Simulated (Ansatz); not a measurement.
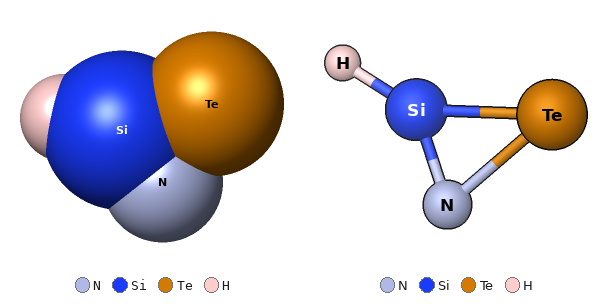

The same structure drawn twice, from different directions.

The geometry was computed by an optimisation with PBE0-D4/def2-TZVP. No frequency run is at hand to confirm it as a minimum.

Question: Count the atoms of each element.

Answer: HNSiTe, 4 atoms: 1 hydrogen, 1 nitrogen, 1 silicon and 1 tellurium.

Question: Name functional groups in it.

Answer: Among them: Si–H bond.

Question: Give the symmetry (Schoenflies symbol).

Answer: Cs.

Question: How many atoms are distinct by symmetry?

Answer: 4: 1 N, 1 Si, 1 Te, 1 H.
